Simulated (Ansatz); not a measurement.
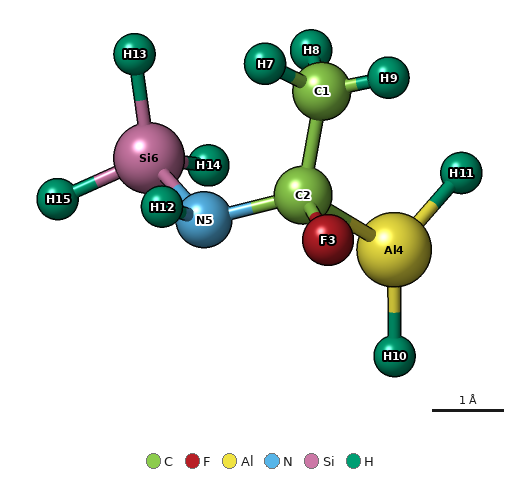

*The structure as given in the input (ball-and-stick view, seen at a tilt; atoms are numbered from 1 in the order of the input). Sticks mark near contacts.*

## C2H9AlFNSi: geometry relaxation (part 1 of 2)

The run: geometry relaxation of C2H9AlFNSi, SMILES C[C](F)([AlH2])N[SiH3]. Method and program: RKS PBE0/STO-3G (Ansatz 0.2.0).

It belongs to a series of runs on one base structure; here: start relaxed. Figures and captions count atoms from 1; the log counts them from 0 in places.

### What the program printed
```
The last accepted step is kept in [file] (removed where the run ends without a failure and the disk answers)
Engine: ansatz 0.2.0, x86_64-unknown-linux-gnu
Functional definition: PBE0
  parameter a = 0.25
  parameter kappa = 0.804
  parameter beta = 0.06672455060314922
  exchange = (1 - a)*pbe_x(kappa = kappa, mu = beta*pi^2/3) + a*exact_x
  correlation = pbe_c(beta = beta)
these checks for a lower state are left out or cut short: stability, starts, cluster_reference, orbital_swaps, neighbouring_geometries, increment
670 factors; integrals over basis functions are off by at most 1.3e-5 eV
mean field evaluation 1: about -20630.0950 eV, gradient 2.9e1 eV
mean field evaluation 2: about -20631.0720 eV, gradient 2.5e1 eV
mean field evaluation 4: about -20632.9360 eV, gradient 4.9e-1 eV
mean field evaluation 8: about -20632.8959 eV, gradient 3.2e-2 eV
mean field -20632.89590563 eV, -758.2449390526 hartree, gradient 6.0e-6 eV, S^2 0.000000; 0 other end points of the search recorded, 0 dependent functions left out
the calculation of the forces begins
reference -20632.89592510 eV, -758.2449397681 hartree; 32, 32 occupied and 15, 15 virtual orbitals, 670 factors
relax step   1: F+E_penalty+E_count = -20632.89590563 eV  Δ(F+E_penalty+E_count) = +0.000e0 eV  max|allowed force component| = 3.900e0 eV/Å  Δτ_max = 0.0000 Å  (13 SCF iters, accepted)
these checks for a lower state are left out or cut short: stability, starts, cluster_reference, orbital_swaps, neighbouring_geometries, increment
670 factors; integrals over basis functions are off by at most 1.3e-5 eV
mean field evaluation 16: about -20633.6166 eV, gradient 5.5e0 eV
mean field -20633.69783241 eV, -758.2744093184 hartree, gradient 2.5e-6 eV, S^2 0.000000; 0 other end points of the search recorded, 0 dependent functions left out
[... from here on the field's lines of each further geometry are left out, up to the last ...]
relax step   2: F+E_penalty+E_count = -20633.69783241 eV  Δ(F+E_penalty+E_count) = -8.019e-1 eV  max|allowed force component| = 1.192e0 eV/Å  Δτ_max = 0.1932 Å  (17 SCF iters, accepted)
relax step   3: F+E_penalty+E_count = -20633.81696823 eV  Δ(F+E_penalty+E_count) = -1.191e-1 eV  max|allowed force component| = 3.370e-1 eV/Å  Δτ_max = 0.0920 Å  (18 SCF iters, accepted)
relax step   4: F+E_penalty+E_count = -20633.84588498 eV  Δ(F+E_penalty+E_count) = -2.892e-2 eV  max|allowed force component| = 1.532e-1 eV/Å  Δτ_max = 0.1089 Å  (17 SCF iters, accepted)
relax step   5: F+E_penalty+E_count = -20633.89047388 eV  Δ(F+E_penalty+E_count) = -4.459e-2 eV  max|allowed force component| = 3.052e-1 eV/Å  Δτ_max = 0.1972 Å  (17 SCF iters, accepted)
relax step   6: F+E_penalty+E_count = -20633.94840035 eV  Δ(F+E_penalty+E_count) = -5.793e-2 eV  max|allowed force component| = 2.868e-1 eV/Å  Δτ_max = 0.1936 Å  (17 SCF iters, accepted)
relax step   7: F+E_penalty+E_count = -20633.95724970 eV  Δ(F+E_penalty+E_count) = -8.849e-3 eV  max|allowed force component| = 3.116e-1 eV/Å  Δτ_max = 0.1949 Å  (17 SCF iters, accepted)
relax step   8: F+E_penalty+E_count = -20633.97947627 eV  Δ(F+E_penalty+E_count) = -2.223e-2 eV  max|allowed force component| = 1.925e-1 eV/Å  Δτ_max = 0.0885 Å  (18 SCF iters, accepted)
relax step   9: F+E_penalty+E_count = -20633.98249662 eV  Δ(F+E_penalty+E_count) = -3.020e-3 eV  max|allowed force component| = 2.254e-1 eV/Å  Δτ_max = 0.0958 Å  (17 SCF iters, accepted)
relax step  10: F+E_penalty+E_count = -20633.98639105 eV  Δ(F+E_penalty+E_count) = -3.894e-3 eV  max|allowed force component| = 1.089e-1 eV/Å  Δτ_max = 0.0198 Å  (18 SCF iters, accepted)
relax step  11: F+E_penalty+E_count = -20633.98773570 eV  Δ(F+E_penalty+E_count) = -1.345e-3 eV  max|allowed force component| = 5.207e-2 eV/Å  Δτ_max = 0.0247 Å  (18 SCF iters, accepted)
the calculation of the forces begins
reference -20633.98843397 eV, -758.2850887288 hartree; 32, 32 occupied and 15, 15 virtual orbitals, 674 factors
relax step  12: F+E_penalty+E_count = -20633.98841548 eV  Δ(F+E_penalty+E_count) = -6.798e-4 eV  max|allowed force component| = 3.490e-2 eV/Å  Δτ_max = 0.0272 Å  (18 SCF iters, accepted)
these checks for a lower state are left out or cut short: stability, starts, cluster_reference, orbital_swaps, neighbouring_geometries, increment
674 factors; integrals over basis functions are off by at most 2.8e-5 eV
mean field evaluation 96: about -20633.9887 eV, gradient 1.1e-4 eV
mean field -20633.98867727 eV, -758.2850976697 hartree, gradient 1.6e-6 eV, S^2 0.000000; 0 other end points of the search recorded, 0 dependent functions left out
the calculation of the forces begins
reference -20633.98869580 eV, -758.2850983508 hartree; 32, 32 occupied and 15, 15 virtual orbitals, 674 factors
relax step  13: F+E_penalty+E_count = -20633.98867727 eV  Δ(F+E_penalty+E_count) = -2.618e-4 eV  max|allowed force component| = 1.375e-2 eV/Å  Δτ_max = 0.0283 Å  (18 SCF iters, accepted)
```

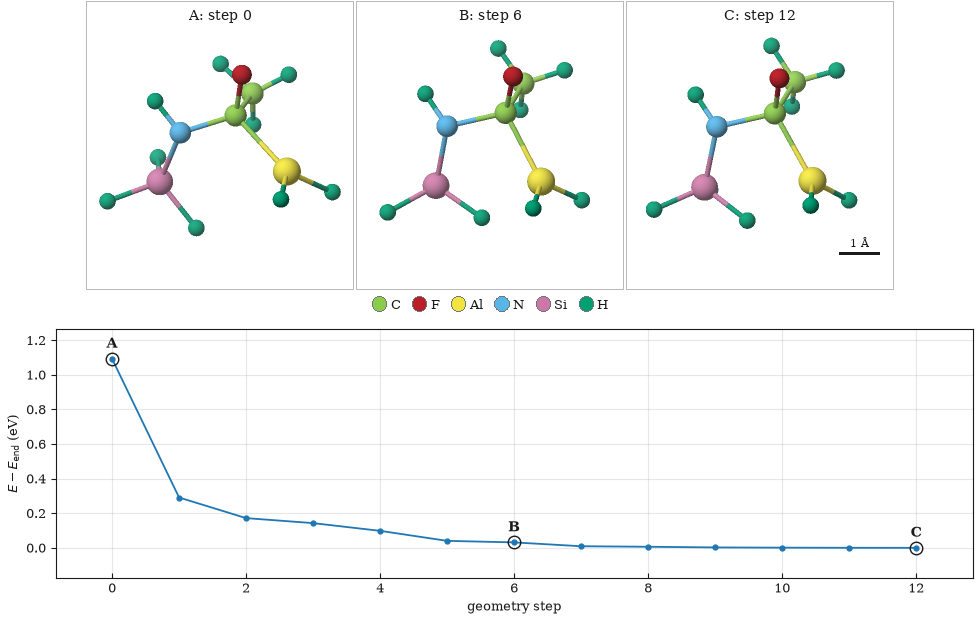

*Frames of the relaxation (ball-and-stick view, seen at a tilt) above the curves, on which the letters mark them (the first geometry is step 0 here and step 1 in the log).*

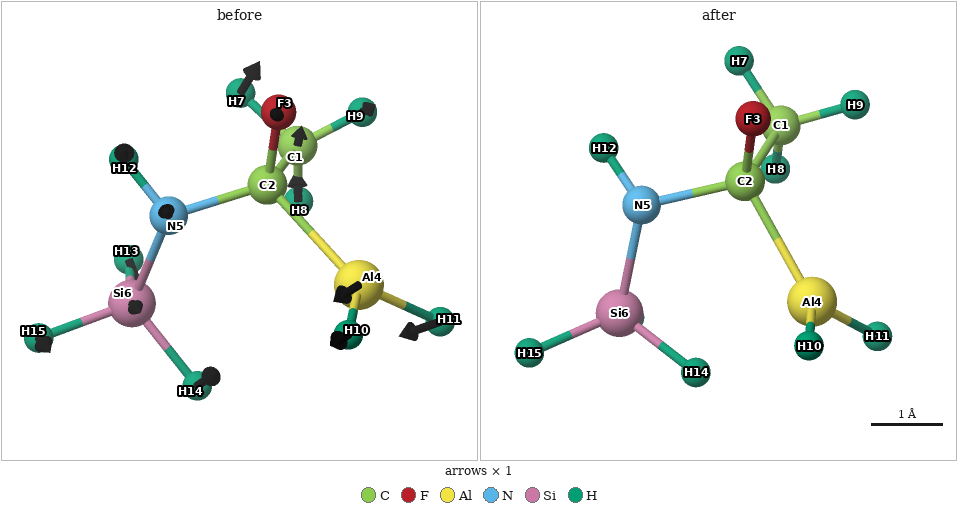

*Before (left) and after (right) the relaxation, at one scale (ball-and-stick view, seen at a tilt). The black arrows give the displacements, at true length.*

H13 moves most after the best rigid fit: 0.89 Å. By element the largest moves are H 0.89 Å, Al 0.58 Å, C 0.30 Å, N 0.29 Å, Si 0.28 Å, F 0.22 Å. Distances before and after: Al4–H11 1.658 → 1.499 Å, N5–Si6 1.825 → 1.751 Å, C1–C2 1.507 → 1.577 Å, Si6–H13 1.518 → 1.451 Å. Among the angles that change: N5–Si6–H14 111.4° → 101.7°, F3–C2–Al4 103.8° → 112.5°, Si6–N5–H12 106.5° → 114.6°. The energy falls by 1.093 eV in 12 geometry steps. The largest force component goes from 3.9 to 0.014 eV/Å. (Atoms are counted from 1 in the order of the input.)

```
Total energy: -20633.98869580 eV, -758.2850983508 hartree
Atom 0 at    -0.318358    -0.872076    -1.567532 Å, force     0.006011     0.001575    -0.001766 eV/Å
Atom 1 at     0.714735    -0.204069    -0.581171 Å, force    -0.009473    -0.010118     0.009064 eV/Å
Atom 2 at     1.949480    -0.154061    -1.269660 Å, force     0.003545    -0.001103    -0.007104 eV/Å
Atom 3 at     0.856254    -1.123538     1.161053 Å, force    -0.002111     0.000132     0.003340 eV/Å
Atom 4 at     0.321154     1.223422    -0.289135 Å, force    -0.003937     0.003997     0.013746 eV/Å
Atom 5 at    -0.748459     1.403853     1.085094 Å, force    -0.000570    -0.004520    -0.005905 eV/Å
Atom 6 at    -0.396954    -0.296024    -2.501146 Å, force    -0.001488    -0.000213     0.001969 eV/Å
Atom 7 at    -1.316357    -0.929074    -1.112616 Å, force     0.004582    -0.000646     0.000718 eV/Å
Atom 8 at    -0.006083    -1.892756    -1.825856 Å, force    -0.000701     0.003735    -0.000767 eV/Å
Atom 9 at     2.074996    -0.898357     2.001905 Å, force    -0.003286    -0.003116    -0.003649 eV/Å
Atom 10 at    -0.143903    -2.195130     1.476118 Å, force     0.003419     0.004904     0.000221 eV/Å
Atom 11 at     0.002296     1.711634    -1.156925 Å, force    -0.001012     0.003480    -0.007914 eV/Å
Atom 12 at    -2.147570     1.062982     0.904812 Å, force     0.007832     0.000814     0.002686 eV/Å
Atom 13 at    -0.209453     0.398912     2.016286 Å, force    -0.001779     0.006223    -0.004159 eV/Å
Atom 14 at    -0.653878     2.713780     1.688072 Å, force    -0.001032    -0.005144    -0.000479 eV/Å
Dipole moment:    -0.461410     0.124223     0.089753 e Å
Checks for a lower state left out: stability, starts, cluster_reference, orbital_swaps, neighbouring_geometries, increment
```

### Trajectory as extended XYZ (Å, eV, eV/Å), 13 frames, from step=1 to step=13
```
15
Properties=species:S:1:pos:R:3:forces:R:3 step=1 energy=-20632.89591
C    -0.4149   -0.8255   -1.2948   -3.5118   3.9003  -0.8315
C     0.7300   -0.2176   -0.5266    0.8709  -1.7546   2.7477
F     1.7965   -0.2312   -1.3860    2.3437   0.3337  -1.8230
Al    1.3239   -1.4213    0.9994   -1.5971  -0.9679   1.0612
N     0.5290    1.1713   -0.1003   -1.2099   0.9827   2.7842
Si   -0.9562    1.4923    0.9100   -0.5077  -0.9201  -0.7926
H    -0.7453   -0.0682   -2.0987    0.4662  -1.4869   1.0097
H    -1.2894   -0.9588   -0.6449   -0.0173  -0.2557  -0.0639
H    -0.1770   -1.7240   -1.7463    0.7604  -2.7033  -1.3268
H     2.5234   -1.0824    1.9270   -0.7275  -0.2600  -0.8427
H     0.3568   -2.7227    1.3439    1.6767   1.9876  -0.6542
H     0.4691    1.7960   -0.9122   -0.0299   0.4422  -1.2361
H    -2.2066    1.3443    0.0629    1.1473   0.1540   1.0077
H    -1.0384    0.5592    2.0666    0.2229   0.4931  -0.9441
H    -0.9230    2.8381    1.4293    0.1131   0.0548  -0.0958
15
Properties=species:S:1:pos:R:3:forces:R:3 step=2 energy=-20633.69783
C    -0.4478   -0.8062   -1.3180   -0.7004   0.2907  -0.5269
C     0.7501   -0.2476   -0.4911    0.0620  -0.6552   0.7588
F     1.8599   -0.2140   -1.3606    0.2701   0.0230  -0.0947
Al    1.1746   -1.3572    1.1041    1.1725   1.1920  -0.8257
N     0.5308    1.1594   -0.0404   -0.5155   0.9260   0.5388
Si   -0.9563    1.4782    0.9106    0.4687  -0.1341  -0.2608
H    -0.7483   -0.1153   -2.1282    0.1593  -0.1099   0.1740
H    -1.3343   -0.9669   -0.6902    0.0612  -0.0586   0.0468
H    -0.1894   -1.7565   -1.7829    0.1003  -0.3717  -0.1046
H     2.4430   -1.0755    1.8627   -0.2365   0.1189   0.0683
H     0.4683   -2.5990    1.2934   -0.9210  -1.1768   0.3383
H     0.4726    1.7598   -0.8993    0.0823   0.0138  -0.2116
H    -2.1884    1.3371    0.1619   -0.0499  -0.0085   0.0530
H    -0.9736    0.5219    1.9971    0.0523   0.0010  -0.0019
H    -0.8834    2.8314    1.4102   -0.0054  -0.0506   0.0483
15
Properties=species:S:1:pos:R:3:forces:R:3 step=3 energy=-20633.81697
C    -0.4457   -0.8197   -1.3543   -0.1396  -0.0373  -0.1921
C     0.7408   -0.2424   -0.4933    0.0533  -0.2324   0.1726
F     1.8692   -0.2041   -1.3479    0.1280   0.0095  -0.0807
Al    1.1846   -1.3582    1.0695    0.1980   0.3370  -0.0949
N     0.5189    1.1858   -0.0571   -0.2946   0.2408   0.1079
Si   -0.9326    1.4775    0.9365    0.2208  -0.0446  -0.1198
H    -0.7152   -0.1451   -2.1813    0.0474   0.0080   0.0393
H    -1.3435   -0.9792   -0.7426    0.0184   0.0055   0.0176
H    -0.1657   -1.7886   -1.7931    0.0080   0.0490   0.0514
H     2.3969   -1.0209    1.8885   -0.0880   0.0120  -0.0288
H     0.3868   -2.5851    1.3337   -0.1992  -0.2243   0.0682
H     0.4372    1.7665   -0.9323    0.0467  -0.0790  -0.0081
H    -2.1903    1.3280    0.2331   -0.0442  -0.0081   0.0355
H    -0.9025    0.5126    2.0142    0.0584  -0.0208  -0.0029
H    -0.8610    2.8225    1.4558   -0.0135  -0.0154   0.0346
15
Properties=species:S:1:pos:R:3:forces:R:3 step=4 energy=-20633.84588
C    -0.4363   -0.8194   -1.3909    0.1013  -0.1076   0.0123
C     0.7405   -0.2438   -0.5058    0.0354   0.0282  -0.1220
F     1.8872   -0.2100   -1.3434   -0.0381  -0.0112   0.0289
Al    1.1509   -1.3254    1.0789   -0.1532  -0.0584   0.1219
N     0.5034    1.1941   -0.0918   -0.1245   0.0210  -0.1064
Si   -0.9036    1.4573    0.9606    0.0579   0.0000  -0.0730
H    -0.6680   -0.1523   -2.2337    0.0079   0.0094   0.0072
H    -1.3491   -0.9570   -0.7955    0.0160   0.0214  -0.0232
H    -0.1527   -1.8007   -1.8008   -0.0459   0.0898   0.0185
H     2.3411   -0.9676    1.9152   -0.0122   0.0025  -0.0054
H     0.3128   -2.5412    1.3731    0.0667   0.1082  -0.0275
H     0.3843    1.7487   -0.9808    0.0114  -0.0483   0.1129
H    -2.1952    1.2898    0.3197    0.0202  -0.0183   0.0614
H    -0.7989    0.4815    2.0265    0.0590  -0.0271  -0.0299
H    -0.8385    2.7956    1.4979   -0.0021  -0.0095   0.0243
15
Properties=species:S:1:pos:R:3:forces:R:3 step=5 energy=-20633.89047
C    -0.4147   -0.8253   -1.4469    0.1323   0.0223   0.1117
C     0.7369   -0.2385   -0.5334    0.1319   0.0939  -0.2119
F     1.9127   -0.2236   -1.3346   -0.1821  -0.0091   0.1156
Al    1.0671   -1.2591    1.1097   -0.3052  -0.1761   0.1876
N     0.4797    1.2093   -0.1551   -0.1142  -0.1003  -0.2392
Si   -0.8517    1.4266    0.9963   -0.0783  -0.1042  -0.0733
H    -0.5991   -0.1706   -2.3119   -0.0204  -0.0466   0.0139
H    -1.3503   -0.9288   -0.8786    0.0366   0.0166  -0.0703
H    -0.1339   -1.8210   -1.8207   -0.0362   0.0758   0.0035
H     2.2359   -0.8840    1.9661    0.0123   0.0033   0.0146
H     0.2000   -2.4586    1.4263    0.1714   0.2454  -0.0810
H     0.2977    1.7372   -1.0509   -0.0105  -0.0449   0.2195
H    -2.1961    1.2137    0.4695    0.2115  -0.0012   0.1173
H    -0.6114    0.4203    2.0254    0.0387   0.0490  -0.1263
H    -0.7950    2.7518    1.5680    0.0120  -0.0238   0.0183
```
